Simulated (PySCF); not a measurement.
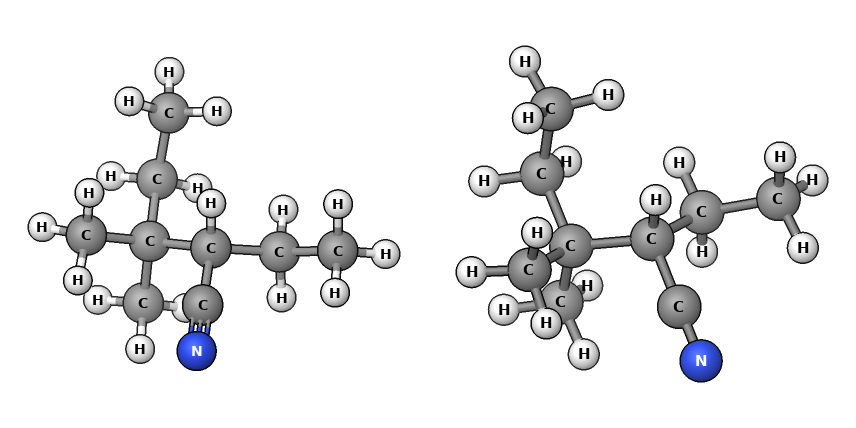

Both panels show the same species.

> What is the molecular formula?

C9H17N, 27 atoms: 9 carbon, 17 hydrogen and 1 nitrogen.

> Name functional groups in it.

Among them: nitrile.

The parts below concern this one geometry. Atoms keep their numbers from picture to picture. Computed geometry: PBE0-D3(BJ)/def2-SVP optimisation. No frequency run is at hand to confirm it as a minimum.

**Geometry**

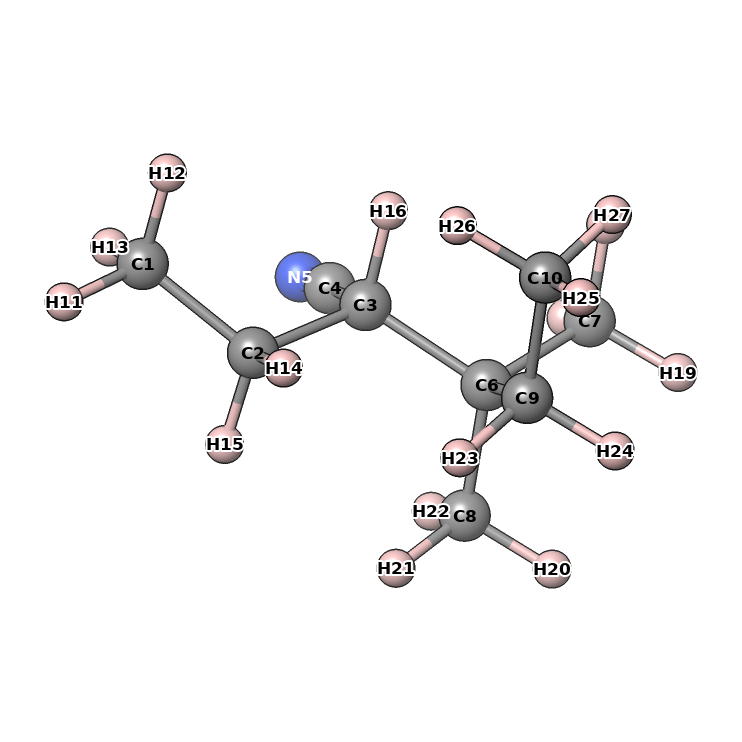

C6 lies behind C9. The molecule seen a little off the C9–C6 bond, C9 in front. Atoms fade into the background with distance from the viewer. No frequency run is at hand to confirm it as a minimum.

> What is the torsion angle C10–C9–C6–C3? The sign is positive where the front bond must turn clockwise to cover the back bond.

−55°, synclinal (gauche). The bonds about C9–C6 are staggered.

**Charges**

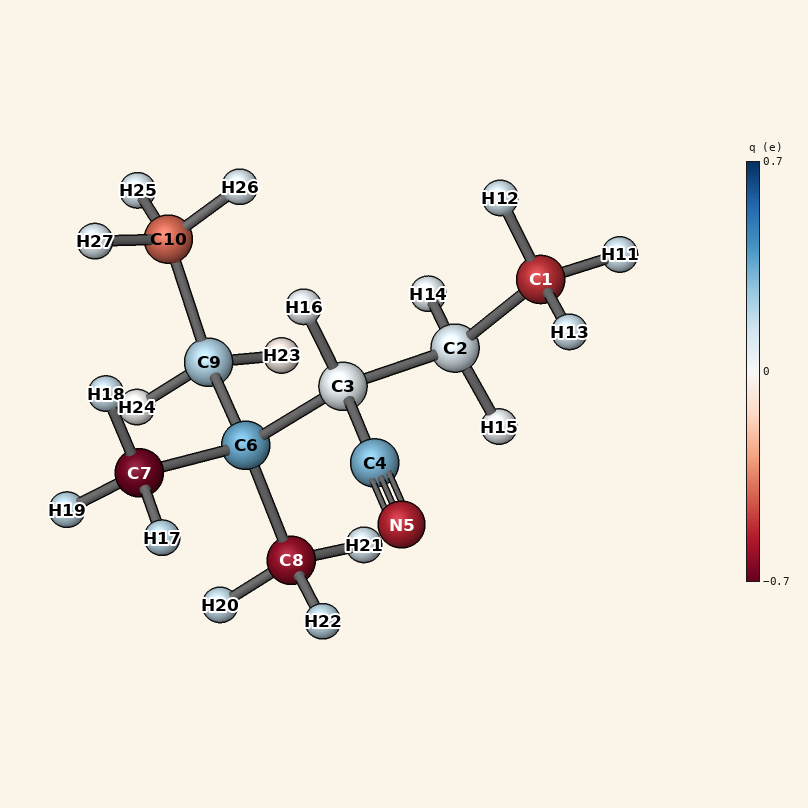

Atoms are coloured by their ESP-fitted charges. No frequency run is at hand to confirm it as a minimum. Level of theory: PBE0/pcSseg-1 in chloroform (IEF-PCM) (PySCF 2.14.0).

> Which atom carries the highest charge (most positive or least negative)?

C6 (0.35 e).

> And the lowest?

C7 (−0.68 e).

Give the ESP-fitted charges atom by atom.

| atom | value (e) |
| --- | --- |
| C1 | −0.51 |
| C2 | 0.09 |
| C3 | 0.05 |
| C4 | 0.32 |
| N5 | −0.54 |
| C6 | 0.35 |
| C7 | −0.68 |
| C8 | −0.61 |
| C9 | 0.21 |
| C10 | −0.40 |
| H11 | 0.14 |
| H12 | 0.12 |
| H13 | 0.14 |
| H14 | 0.05 |
| H15 | 0.04 |
| H16 | 0.05 |
| H17 | 0.18 |
| H18 | 0.15 |
| H19 | 0.18 |
| H20 | 0.15 |
| H21 | 0.12 |
| H22 | 0.17 |
| H23 | −0.05 |
| H24 | −0.01 |
| H25 | 0.10 |
| H26 | 0.09 |
| H27 | 0.09 |

**Electronic properties**

No frequency run is at hand to confirm it as a minimum. Method: PBE0/pcSseg-1 in chloroform (IEF-PCM) (PySCF 2.14.0).

What does the calculation give?

- dipole moment: 5.13 D
- HOMO energy (Kohn–Sham orbital): −8.78 eV
- LUMO energy (Kohn–Sham orbital): 0.78 eV
- HOMO–LUMO gap: 9.57 eV

**Quadrupole coupling**

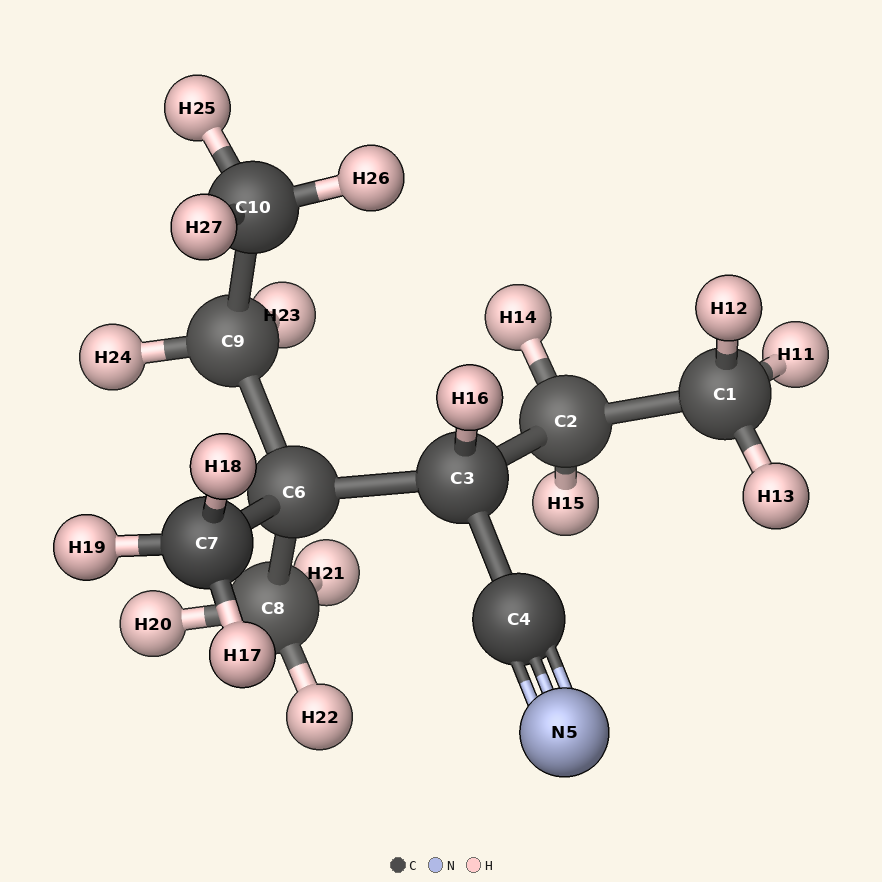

No frequency run is at hand to confirm it as a minimum. Electric field gradients from the ground-state density, PBE0/pcSseg-1 in chloroform (IEF-PCM) (PySCF 2.14.0), non-relativistic apart from any core potentials.

Give the largest field-gradient component, the quadrupole coupling constant and the asymmetry for 14N at N5 (Q = 20.44 mb), 2H at H11 (Q = 2.86 mb), 2H at H12 (Q = 2.86 mb).

```json
{"atom": "N5", "V_zz (a.u.)": "−0.867", "e²qQ/h (MHz)": "−4.16", "η": "0.04"}
{"atom": "H11", "V_zz (a.u.)": "0.293", "e²qQ/h (MHz)": "0.197", "η": "0.02"}
{"atom": "H12", "V_zz (a.u.)": "0.289", "e²qQ/h (MHz)": "0.194", "η": "0.03"}
```
